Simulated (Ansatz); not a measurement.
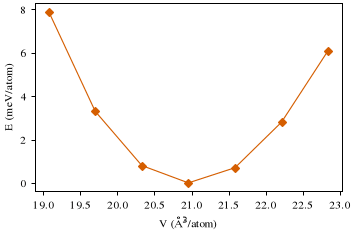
Li (fcc (Cu type), space group No. 225) under volume change, r²SCAN (plane waves, PAW; program Ansatz), scaled uniformly.

Task: What does a third-order Birch–Murnaghan fit give for V₀, B₀ and B′?

Result: V₀ = 20.96 Å³/atom, B₀ = 13.0 GPa, B′ = 3.3.

Space group Fm-3m (fcc (Cu type)). The workflow started from a Materials Project entry (that database holds measured and hypothetical structures alike); the Crystallography Open Database files this formula in space group No. 225, but the cells were not matched. It is not the phase usual at ambient conditions (space group No. 229). Symmetry was held in the r²SCAN relaxation; whether a distortion lowers the energy is not shown.

Potentials: the later of the program's two PAW sets.
